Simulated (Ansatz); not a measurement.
# What (PbSe)1(SnTe)3 [001] superlattice, started as rocksalt type distorts into, part 2 of 2

Wanted: the energy along a soft mode of (PbSe)1(SnTe)3 [001] superlattice, started as rocksalt type and the structure at the end.

Ansatz 0.2.0; DFT PBE, scalar-relativistic, plane waves, PAW.

So far. Step 4 (The mode frozen in, largest atomic shift 0.14 Å): The run ends at a pressure of 0.37 GPa, with forces up to 0.11 eV/Å. Step 5 (Energy along the mode, all amplitudes (two of the runs …): The lowest of the steps tried is at 0.14 Å, 1.82 meV/atom below the parent; the bottom of the well need not coincide with a step.

The structure was built from a prototype and need not be the compound's stable phase.

**6. Relaxing from the distorted cell**

Starting from the lowest point found, all atoms and the cell are let go, so that strain and other modes of the same symmetry can join in.

The input, input.yaml:

```yaml
crystal:
  lattice:
    - [3.182615188, 3.182615188, 0.0]
    - [-3.182615188, 3.182615188, 0.0]
    - [0.0, 0.0, 12.7347911068]
  atoms:
    - { symbol: Pb, position: [0.0, 0.0, -0.0002876359] }
    - { symbol: Se, position: [0.5, 0.5, 0.0109935058] }
    - { symbol: Sn, position: [0.5, 0.5, 0.2322596881] }
    - { symbol: Sn, position: [0.0, 0.0, 0.4994417562] }
    - { symbol: Sn, position: [0.5, 0.5, 0.7469559801] }
    - { symbol: Te, position: [0.0, 0.0, 0.2554703077] }
    - { symbol: Te, position: [0.5, 0.5, 0.5074530993] }
    - { symbol: Te, position: [0.0, 0.0, 0.7505954577] }
kpoints:
  mp_grid: { grid: [8, 8, 4] }
hamiltonian:
  xc: pbe
scf:
  occupations: { method: gaussian, width: 0.01 }
output:
  forces: true
  stress: true
  eigenvalues: true
relax:
  adjacent_minimum: "off"
  f_tol: 0.002
  max_steps: 120
  cell: { stress_tol: 0.03 }
```

On the command line:

```console
$ ansatz run input.yaml --threads 8 --pin off --max-ram 14336MiB --backend cpu --events-out ev --progress --plain --runs-dir out
```

Numbers of over 12 decimals in the logs are rounded to 6 here.

Log:

```text
[...]
Crystal: 8 atoms, lattice volume = 257.982 Å³
Basis set: ecut = 420 eV, 5075 PW (Γ), exchange–correlation on 64×64×180 points (8 copies of the dense FFT grid, shifted against one another)
Bands: 72, of which v1, the nominal top of the filled ones, is band 60 counted from 1 (59 counted from 0)
Symmetry: 8 space group operations
[...]
k-points: 45 of 256 (time reversal used)
[...]
SCF iter   1: F=—  HF=-56390.780586 eV  |F-HF|=—  |Δ(HF+E_count)|=         —  Δρ=1.04e-3  dr2=1.60e-2  ethr=1.77e-3  ⟨swp⟩=7.1  Hψ=12931  notcnv=0  defer=4
[...]
SCF iter   8: F=-56390.773338 eV  HF=-56390.773338 eV  |F-HF|=6.86e-9  |Δ(HF+E_count)|=   5.78e-8  Δρ=1.53e-6  dr2=8.52e-9  ethr=8.33e-11  ⟨swp⟩=10.6  Hψ=15901  notcnv=0
SCF 1 converged in 8 iterations: F = -56390.773338 eV  dr2 = 8.52e-9
[...]
relax step   1: F+E_penalty+E_count = -56390.77333846 eV  Δ(F+E_penalty+E_count) = +0.000e0 eV  max|allowed force component| = 1.068e-1 eV/Å  Δτ_max = 0.0000 Å  P = +0.374 GPa  Ω = 257.982 Å³  (8 SCF iters, dr2 threshold 1.00e-7 eV, accepted)
Crystal: 8 atoms, lattice volume = 261.060 Å³
Basis set: ecut = 420 eV, 5123 PW (Γ), exchange–correlation on 64×64×180 points (8 copies of the dense FFT grid, shifted against one another)
[...]
iter 1 solved again at ethr=9.28e-6 eV; its pass at ethr=3.10e-3 eV (dr2=1.11e-2 eV) is discarded
[...]
SCF iter   6: F=-56390.780335 eV  HF=-56390.780335 eV  |F-HF|=2.50e-7  |Δ(HF+E_count)|=   7.88e-7  Δρ=8.53e-6  dr2=3.19e-7  ethr=6.67e-10  ⟨swp⟩=7.9  Hψ=15583  notcnv=0
SCF 2 converged in 6 iterations: F = -56390.780335 eV  dr2 = 3.19e-7
relax step   2: F+E_penalty+E_count = -56390.78033537 eV  Δ(F+E_penalty+E_count) = -6.997e-3 eV  max|allowed force component| = 3.875e-2 eV/Å  Δτ_max = 0.0281 Å  P = -0.128 GPa  Ω = 261.060 Å³  energy of the carried Pulay correction = -4.586e-4 eV  (6 SCF iters, dr2 threshold 8.00e-7 eV, accepted)
Crystal: 8 atoms, lattice volume = 260.351 Å³
Basis set: ecut = 420 eV, 5107 PW (Γ), exchange–correlation on 64×64×180 points (8 copies of the dense FFT grid, shifted against one another)
[...]
SCF iter   6: F=-56390.781138 eV  HF=-56390.781138 eV  |F-HF|=8.62e-9  |Δ(HF+E_count)|=   9.23e-9  Δρ=1.74e-6  dr2=1.60e-8  ethr=7.82e-11  ⟨swp⟩=7.0  Hψ=13911  notcnv=0
SCF 3 converged in 6 iterations: F = -56390.781138 eV  dr2 = 1.60e-8
relax step   3: F+E_penalty+E_count = -56390.78113842 eV  Δ(F+E_penalty+E_count) = -8.031e-4 eV  max|allowed force component| = 2.177e-2 eV/Å  Δτ_max = 0.0069 Å  P = -0.006 GPa  Ω = 260.351 Å³  energy of the carried Pulay correction = -3.534e-4 eV  (6 SCF iters, dr2 threshold 9.38e-8 eV, accepted)
[...]
relax step   4: F+E_penalty+E_count = -56390.78144550 eV  Δ(F+E_penalty+E_count) = -3.071e-4 eV  max|allowed force component| = 1.379e-2 eV/Å  Δτ_max = 0.0071 Å  P = +0.029 GPa  Ω = 260.230 Å³  energy of the carried Pulay correction = -3.353e-4 eV  (6 SCF iters, dr2 threshold 2.96e-8 eV, accepted)
[...]
relax step   5: F+E_penalty+E_count = -56390.78156065 eV  Δ(F+E_penalty+E_count) = -1.152e-4 eV  max|allowed force component| = 1.749e-2 eV/Å  Δτ_max = 0.0182 Å  P = -0.003 GPa  Ω = 260.821 Å³  energy of the carried Pulay correction = -4.230e-4 eV  (7 SCF iters, dr2 threshold 1.19e-8 eV, accepted)
[...]
relax step   6: F+E_penalty+E_count = -56390.78169580 eV  Δ(F+E_penalty+E_count) = -1.351e-4 eV  max|allowed force component| = 1.207e-2 eV/Å  Δτ_max = 0.0057 Å  P = -0.007 GPa  Ω = 260.815 Å³  energy of the carried Pulay correction = -4.221e-4 eV  (6 SCF iters, dr2 threshold 1.91e-8 eV, accepted)
[...]
relax step   7: F+E_penalty+E_count = -56390.78173012 eV  Δ(F+E_penalty+E_count) = -3.431e-5 eV  max|allowed force component| = 6.484e-3 eV/Å  Δτ_max = 0.0044 Å  P = -0.002 GPa  Ω = 260.750 Å³  energy of the carried Pulay correction = -4.126e-4 eV  (6 SCF iters, dr2 threshold 9.11e-9 eV, accepted)
[...]
relax step   8: F+E_penalty+E_count = -56390.78173753 eV  Δ(F+E_penalty+E_count) = -7.417e-6 eV  max|allowed force component| = 2.560e-3 eV/Å  Δτ_max = 0.0014 Å  P = -0.000 GPa  Ω = 260.762 Å³  energy of the carried Pulay correction = -4.143e-4 eV  (5 SCF iters, dr2 threshold 2.63e-9 eV, accepted)
[...]
relax step   9: F+E_penalty+E_count = -56390.78173848 eV  Δ(F+E_penalty+E_count) = -9.425e-7 eV  max|allowed force component| = 1.594e-3 eV/Å  Δτ_max = 0.0010 Å  P = -0.000 GPa  Ω = 260.761 Å³  energy of the carried Pulay correction = -4.142e-4 eV  (6 SCF iters, dr2 threshold 4.10e-10 eV, accepted)
[...]
SCF iter   6: F=-56390.782147 eV  HF=-56390.782147 eV  |F-HF|=1.46e-11  |Δ(HF+E_count)|=  1.16e-10  Δρ=7.39e-8  dr2=2.77e-11  ethr=1.00e-12  ⟨swp⟩=5.6  Hψ=14913  notcnv=0
SCF 10 converged in 6 iterations: F = -56390.782147 eV  dr2 = 2.77e-11
relax step  10: F+E_penalty+E_count = -56390.78214721 eV  Δ(F+E_penalty+E_count) = -4.087e-4 eV  max|allowed force component| = 1.532e-3 eV/Å  Δτ_max = 0.0000 Å  P = -0.000 GPa  Ω = 260.761 Å³  stress off target by 1.64e-3 GPa  SCF on the basis re-selected at this cell (its energy is not comparable with the rows above)  (6 SCF iters)
basis re-selected at this cell: Δ(F+E_penalty+E_count) = -4.087e-4 eV, ΔP = -0.000 GPa vs the last step (what re-selecting the basis moved, of the pressure what is left beyond the Pulay correction that the steps carried, after the strain that the cell walked since its last selection, with what the two solves' SCF thresholds leave and, on support functions, any second-order correction that the steps lacked; it is no m [...]
SCF converged after 6 iterations
Free energy (F): -56390.782147 eV
[...]
Internal energy: -56390.782147 eV  (E = F + TS)
E sigma→0 (E₀):  -56390.782147 eV
Fermi energy:    8.662140 eV
[...]
--- Forces (eV/Å), atoms counted from 1 ---
  atom   1  Pb     0.00000000     0.00000000    -0.00007149
  atom   2  Se    -0.00000000    -0.00000000    -0.00149549
  atom   3  Sn     0.00000000     0.00000000     0.00153211
  atom   4  Sn     0.00000000     0.00000000    -0.00038795
  atom   5  Sn     0.00000000     0.00000000    -0.00101617
  atom   6  Te    -0.00000000    -0.00000000     0.00083087
  atom   7  Te     0.00000000     0.00000000     0.00115051
  atom   8  Te    -0.00000000    -0.00000000    -0.00054181
  max |Σ_I F_I| component: 5.81e-7 eV/Å
--- Stress (GPa, compression-positive) ---
        0.000154      -0.000000      -0.000000
       -0.000000       0.000154      -0.000000
       -0.000000      -0.000000      -0.001636
  P = ⅓ Tr σ = -0.0004 GPa (-0.004 kbar)
--- Band table (eV; the first three rows and the last of 45) ---
  k-point 0: bands = [... 56 lower, 6.7109, 6.7109, 6.8023, 6.9653, 10.3744, 10.8451, 11.3090, 11.9729, ... 8 higher]
  k-point 1: bands = [... 56 lower, 6.6461, 6.6461, 6.9294, 7.6669, 9.8510, 11.3424, 11.4472, 11.8040, ... 8 higher]
  k-point 2: bands = [... 56 lower, 6.5177, 6.5177, 7.3470, 7.6771, 10.1975, 10.4926, 11.3908, 11.6854, ... 8 higher]
  k-point 44: bands = [... 56 lower, 6.1221, 6.1882, 6.4032, 6.4061, 11.4541, 11.6372, 11.6372, 11.6993, ... 8 higher]
--- Relaxed structure (9 steps of the walk, 9 accepted, 1 SCFs on fresh bases) ---
  F+E_penalty+E_count = -56390.78214721 eV   max|allowed force component| = 1.532e-3 eV/Å   (the final SCF, on the basis selected at the relaxed cell)
  cell:  # Å, volume = 260.7613 Å³
    - [3.184377, 3.184377, 0]
    - [-3.184377, 3.184377, 0]
    - [0, 0, 12.857725]
  atoms:
    - { symbol: Pb, position: [0, 0, -0.000632707] }
    - { symbol: Se, position: [0.5, 0.5, 0.011594] }
    - { symbol: Sn, position: [0.5, 0.5, 0.232678] }
    - { symbol: Sn, position: [0, 0, 0.498240] }
    - { symbol: Sn, position: [0.5, 0.5, 0.743576] }
    - { symbol: Te, position: [0, 0, 0.257488] }
    - { symbol: Te, position: [0.5, 0.5, 0.506966] }
    - { symbol: Te, position: [0, 0, 0.752972] }
```

It took 96 s on 8 threads of Arm Neoverse V2, shared host; peak memory 1.4 GiB; 12 min of CPU time.

Step by step:

| step | energy less that of the first step (eV) | largest force component (eV/Å) | pressure (GPa) | volume (Å³) |
| --- | --- | --- | --- | --- |
| 1 | 0.0000 | 0.1068 | 0.37 | 257.98 |
| 2 | -0.0070 | 0.0387 | -0.13 | 261.06 |
| 3 | -0.0078 | 0.0218 | -0.01 | 260.35 |
| 4 | -0.0081 | 0.0138 | 0.03 | 260.23 |
| 5 | -0.0082 | 0.0175 | 0.00 | 260.82 |
| 6 | -0.0084 | 0.0121 | -0.01 | 260.81 |
| 7 | -0.0084 | 0.0065 | 0.00 | 260.75 |
| 8 | -0.0084 | 0.0026 | 0.00 | 260.76 |
| 9 | -0.0084 | 0.0016 | 0.00 | 260.76 |
| 10* | -0.0088 | 0.0015 | 0.00 | 260.76 |

Relaxation steps marked * repeat the geometry before them on a plane-wave basis chosen anew for their cell, so energy and pressure can jump there.

Forces are held to the 8 operations that the run works with; a distortion that breaks them can't arise in this run.

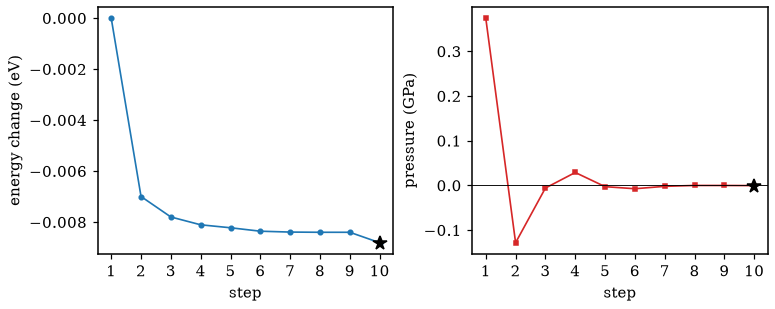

Energy and pressure along the relaxation. Stars mark steps on a basis chosen anew.

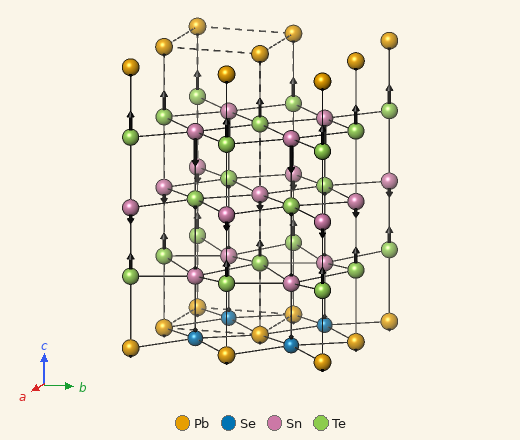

Displacements in the relaxation, exaggerated, measured against the changing cell; the longest in the cell stands for 0.04 Å. 2×2×1 cells are drawn. Some periodic images of atoms are drawn too.

| conventional cell, symmetrised | before | after | change |
| --- | --- | --- | --- |
| a (Å) | 4.501 | 4.503 | +0.1 % |
| b (Å) | 4.501 | 4.503 | +0.1 % |
| c (Å) | 12.735 | 12.858 | +1.0 % |
| volume (Å³/atom) | 32.25 | 32.60 | +1.1 % |

The atoms that moved most (Å, as changes of fractional coordinates times the final cell):

| atom | dx | dy | dz | length |
| --- | --- | --- | --- | --- |
| Sn5 | 0.000 | 0.000 | -0.043 | 0.043 |
| Te8 | 0.000 | 0.000 | 0.031 | 0.031 |
| Te6 | 0.000 | 0.000 | 0.026 | 0.026 |
| Sn4 | 0.000 | 0.000 | -0.015 | 0.015 |
| Se2 | 0.000 | 0.000 | 0.008 | 0.008 |
| Te7 | 0.000 | 0.000 | -0.006 | 0.006 |
| Sn3 | 0.000 | 0.000 | 0.005 | 0.005 |

This step gave:

```
pressure          : -4.43e-4 GPa
gap on the k-mesh : 0.2466 eV
volume per atom   : 32.60 Å³
```

The distorted start has space group P4mm; the relaxation ends in P4mm.

**7. The new phase in its own primitive cell**

The relaxed structure is symmetrised, reduced to its primitive cell and relaxed tightly, as its phonons need.

input.yaml, the sections that differ from step 6:

```yaml
crystal:
  lattice:
    - [4.5033890473, 0.0, 0.0]
    - [0.0, 4.5033890473, 0.0]
    - [0.0, 0.0, 12.8577251238]
  atoms:
    - { symbol: Pb, position: [0.0, 0.0, 0.9993672928] }
    - { symbol: Se, position: [0.5, 0.5, 0.0115940297] }
    - { symbol: Sn, position: [0.5, 0.5, 0.2326778252] }
    - { symbol: Sn, position: [0.0, 0.0, 0.4982402118] }
    - { symbol: Sn, position: [0.5, 0.5, 0.7435757172] }
    - { symbol: Te, position: [0.0, 0.0, 0.2574884889] }
    - { symbol: Te, position: [0.5, 0.5, 0.5069663669] }
    - { symbol: Te, position: [0.0, 0.0, 0.7529722264] }
relax:
  adjacent_minimum: "off"
  f_tol: 0.001
  max_steps: 60
  cell: { stress_tol: 0.01 }
# kpoints, hamiltonian, scf, output: as in step 6
```

Log:

```text
[...]
Crystal: 8 atoms, lattice volume = 260.761 Å³
Basis set: ecut = 420 eV, 5123 PW (Γ), exchange–correlation on 64×64×180 points (8 copies of the dense FFT grid, shifted against one another)
Bands: 72, of which v1, the nominal top of the filled ones, is band 60 counted from 1 (59 counted from 0)
Symmetry: 8 space group operations
[...]
- [0, 0.0, 12.857365]
  atoms:
    - { symbol: Pb, position: [0, 0.0, 0.999361] }
    - { symbol: Se, position: [0.500000, 0.500000, 0.011576] }
    - { symbol: Sn, position: [0.500000, 0.500000, 0.232706] }
    - { symbol: Sn, position: [0, 0.0, 0.498237] }
    - { symbol: Sn, position: [0.500000, 0.500000, 0.743555] }
    - { symbol: Te, position: [0, 0.0, 0.257509] }
    - { symbol: Te, position: [0.500000, 0.500000, 0.506989] }
    - { symbol: Te, position: [0, 0.0, 0.752950] }
[key lines of the parts left out:]
SCF converged after 8 iterations
Free energy (F): -56390.782149 eV
Fermi energy:    8.662369 eV
P = ⅓ Tr σ = 0.0003 GPa (0.003 kbar)
```

It took 32 s on 8 threads; peak memory 1.4 GiB.

Little changed from the start: no atom moved by 0.005 Å and no cell edge by 0.1 %.

This step gave:

* pressure: 3.27e-4 GPa
* gap on the k-mesh: 0.2469 eV
* volume per atom: 32.59 Å³
* direct gap on mesh: 0.2469 eV

The largest force component left is 0.90 meV/Å and the pressure is 0.000 GPa, within the tolerances set. The cell now holds 32.59 Å³/atom.

**8. Modes of the new phase**

A relaxed structure may still be a saddle point, so its zone-centre modes are computed. No field response is asked.

The input, input.yaml:

```yaml
crystal:
  lattice:
    - [4.5034014917, 0.0, 0.0]
    - [0.0, 4.5034014917, 0.0]
    - [0.0, 0.0, 12.8573651389]
  atoms:
    - { symbol: Pb, position: [0.0, 0.0, 0.999360507] }
    - { symbol: Se, position: [0.5, 0.5, 0.0115762512] }
    - { symbol: Sn, position: [0.5, 0.5, 0.2327056383] }
    - { symbol: Sn, position: [0.0, 0.0, 0.498236678] }
    - { symbol: Sn, position: [0.5, 0.5, 0.7435551902] }
    - { symbol: Te, position: [0.0, 0.0, 0.2575093648] }
    - { symbol: Te, position: [0.5, 0.5, 0.5069890102] }
    - { symbol: Te, position: [0.0, 0.0, 0.7529495192] }
kpoints:
  mp_grid: { grid: [8, 8, 4] }
hamiltonian:
  xc: pbe
scf:
  occupations: { method: gaussian, width: 0.01 }
output:
  eigenvalues: true
phonons:
  method: dfpt
```

Log:

```text
[...]
Crystal: 8 atoms, lattice volume = 260.755 Å³
Basis set: ecut = 420 eV, 5123 PW (Γ), exchange–correlation on 64×64×180 points (8 copies of the dense FFT grid, shifted against one another)
Bands: 72, of which v1, the nominal top of the filled ones, is band 60 counted from 1 (59 counted from 0)
Symmetry: 8 space group operations
k-points: 75 of 256 (irreducible under 4 space group operations, time reversal used)
[...]
SCF iter   1: F=—  HF=-56390.789416 eV  |F-HF|=—  |Δ(HF+E_count)|=         —  Δρ=1.05e-3  dr2=1.61e-2  ethr=1.77e-3  ⟨swp⟩=7.1  Hψ=21547  notcnv=0  defer=5
[...]
SCF iter  12: F=-56390.782149 eV  HF=-56390.782149 eV  |F-HF|=2.91e-11  |Δ(HF+E_count)|=  7.28e-12  Δρ=2.45e-8  dr2=1.99e-12  ethr=1.00e-12  ⟨swp⟩=12.0  Hψ=31876  notcnv=0
SCF 1 converged in 12 iterations: F = -56390.782149 eV  dr2 = 1.99e-12
[...]
SCF converged after 12 iterations
Free energy (F): -56390.782149 eV
[...]
Internal energy: -56390.782149 eV  (E = F + TS)
E sigma→0 (E₀):  -56390.782149 eV
Fermi energy:    8.662369 eV
[...]
--- Band table (eV; the first three rows and the last of 75) ---
  k-point 0: bands = [... 56 lower, 6.7112, 6.7112, 6.8022, 6.9661, 10.3748, 10.8454, 11.3089, 11.9731, ... 8 higher]
  k-point 1: bands = [... 56 lower, 6.6464, 6.6464, 6.9297, 7.6673, 9.8513, 11.3423, 11.4479, 11.8044, ... 8 higher]
  k-point 2: bands = [... 56 lower, 6.5179, 6.5179, 7.3478, 7.6770, 10.1984, 10.4927, 11.3906, 11.6858, ... 8 higher]
  k-point 74: bands = [... 56 lower, 6.1229, 6.1877, 6.4041, 6.4058, 11.4554, 11.6372, 11.6372, 11.6992, ... 8 higher]
[...]
ASR residual: 9.919e-5 → 0.000e0 eV/Å²; symmetrization residual: 5.209e-5 eV/Å²
[...]
```

It took 6 min on 8 threads; peak memory 4.9 GiB; 46 min of CPU time.

This step gave:

* sum-rule residual before enforcement: 9.92e-5 eV/Å²
* point group: 4mm
* highest optical mode at the zone centre (no LO-TO term): 135.1 cm⁻¹
* lowest optical zone-centre mode: -19.52 cm⁻¹

Without the LO-TO term. Patterns of degenerate modes are one choice out of their space. Modes at Γ, with each element's share of the kinetic energy (negative means imaginary):

| mode | frequency (cm⁻¹) | symmetry | Pb % | Se % | Sn % | Te % |
| --- | --- | --- | --- | --- | --- | --- |
| 1 | -19.5 | E | 65 | 14 | 4 | 17 |
| 2 | -19.5 | E | 65 | 14 | 4 | 17 |
| 3 | 0.0 | acoustic | 20 | 8 | 35 | 37 |
| 4 | 0.0 | acoustic | 20 | 8 | 35 | 37 |
| 5 | 0.0 | acoustic | 20 | 8 | 35 | 37 |
| 6 | 24.2 | E | 9 | 12 | 52 | 27 |
| 7 | 24.2 | E | 9 | 12 | 52 | 27 |
| 8 | 28.2 | E | 1 | 0 | 67 | 32 |
| 9 | 28.2 | E | 1 | 0 | 67 | 32 |
| 10 | 41.4 | E | 4 | 3 | 67 | 26 |
| 11 | 41.4 | E | 4 | 3 | 67 | 26 |
| 12 | 48.7 | A1 | 36 | 0 | 38 | 27 |
| 13 | 51.0 | E | 0 | 57 | 5 | 38 |
| 14 | 51.0 | E | 0 | 57 | 5 | 38 |
| 15 | 56.2 | A1 | 6 | 29 | 58 | 8 |
| 16 | 61.6 | E | 1 | 6 | 49 | 44 |
| 17 | 61.6 | E | 1 | 6 | 49 | 44 |
| 18 | 65.0 | E | 0 | 0 | 20 | 80 |
| 19 | 65.0 | E | 0 | 0 | 20 | 80 |
| 20 | 65.9 | A1 | 4 | 2 | 31 | 64 |
| 21 | 76.4 | A1 | 23 | 0 | 45 | 32 |
| 22 | 93.8 | A1 | 1 | 16 | 32 | 51 |
| 23 | 108.7 | A1 | 10 | 1 | 22 | 66 |
| 24 | 135.1 | A1 | 1 | 44 | 40 | 15 |

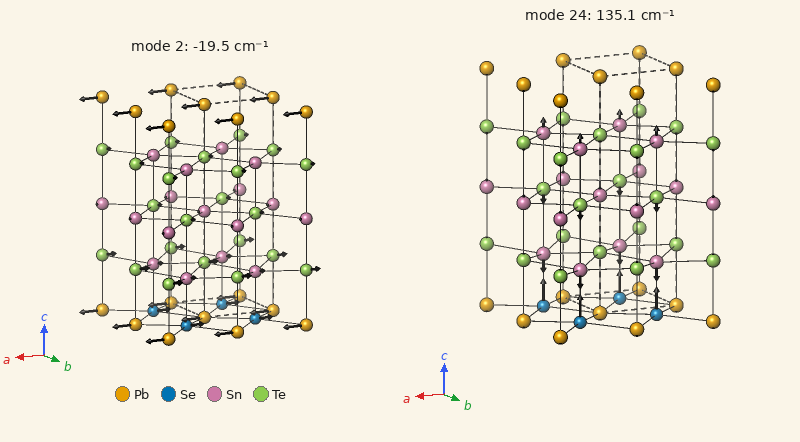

Displacement patterns of modes 2 and 24 at Γ; arrows are exaggerated. 2×2×1 cells are drawn. Some periodic images of atoms are drawn too.

Before it was imposed, the acoustic sum rule was missed by 9.9e-5 eV/Å². Small misses are needed for a sound result but don't prove that mesh and cutoff are converged. The lowest optical mode is imaginary, 19.5i cm⁻¹, so the energy falls along it.

**9. The phases reached**

The phases reached along the modes that were followed are set side by side.

Energies are those of the first relaxation, on the mesh of the frozen mode; space group, volume and gap are those of the last relaxation. Phases, by row:

| mode frozen in | space group | energy from parent (meV/atom) | volume (Å³/atom) | gap on mesh (eV) | lowest zone-centre optical mode (cm⁻¹) | largest shift (Å) |
| --- | --- | --- | --- | --- | --- | --- |
| parent | P4/mmm | 0 | 32.25 | 0.152 | – | – |
| q = (0, 0, 0), 57i cm⁻¹ | P4mm | -2.92 | 32.59 | 0.247 | -19.5 | 0.182 |

**10. Summary of results**

```yaml
unstable_mode_of_the_parent: q = (0, 0, 0), 56i cm⁻¹
depth_at_the_lowest_point_sampled: 1.82 meV/atom
largest_atomic_shift_at_that_point: 0.14 Å
space_group_reached_within_0p01_a: P4mm
energy_gained_over_the_parent_first_relaxation_on_the_mesh_of_the_frozen_mode: 2.92 meV/atom
volume_per_atom_phase_reached: 32.6 Å³
gap_on_the_k_mesh_phase_reached: 0.247 eV
lowest_optical_zone_centre_mode_phase_reached: -19.5 cm⁻¹
highest_optical_mode_at_the_zone_centre_no_lo_to_term_phase_reached: 135 cm⁻¹
```

Along this mode the structure falls into P4mm, 2.92 meV/atom below the parent. At the parent's cell the well is 1.82 meV/atom deep on the steps tried, with its lowest point at a shift of 0.14 Å. Relaxing atoms and cell changes the gain by +1.10 meV/atom against the lowest step (energies at zero smearing). The new phase still has an imaginary mode at the zone centre of its cell, so it is a saddle point on the way to a lower structure. Each path keeps the symmetry of its pattern, so a lower phase may lie along a pattern not tried. Spin-orbit coupling is left out, which can matter for the heavy elements here. The starting cell was built on a prototype and not taken from a measurement, so the phase need not exist.

[Logs are printed without paths, hosts, clocks, repeated set-up lines and the standing remarks that a program may print on its own settings, such as how far it seeks lower states.]

[Hosts, paths, dates, database ids (printed as entryN), source tags and the programs' standing remarks are cut or masked in the printed files.]
